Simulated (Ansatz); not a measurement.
```sh
ansatz run in.yaml --threads 2 --pin off --events-out ev --progress --plain --max-ram 4352MiB
```

```yaml
crystal:
  periodic: [false, false, false]
  atoms:
    - {symbol: O, position_ang: [-0.803933, 1.681939, 0.105428]}
    - {symbol: Ge, position_ang: [0.335972, 0.446768, 0.111777]}
    - {symbol: S, position_ang: [-0.642177, -1.632841, -0.319230]}
    - {symbol: H, position_ang: [-1.843746, -1.043877, -0.422558]}
    - {symbol: H, position_ang: [1.470743, 0.485419, -0.979688]}
    - {symbol: H, position_ang: [1.099084, 0.154960, 1.458256]}
basis:
  gaussian: {orbitals: "def2-TZVPPD.json"}
total_charge: -1
hamiltonian: {xc: r2scan, dispersion: d4}
```

Work out the structure from the coordinates.

Formula GeH3OS(-). The point group is Cs. Coordination: 1 Ge tetrahedral; 1 S bent.

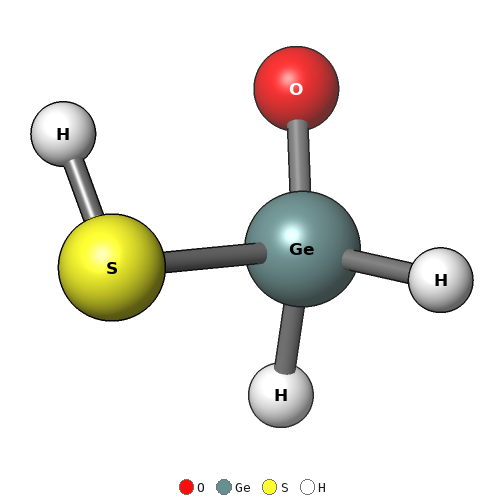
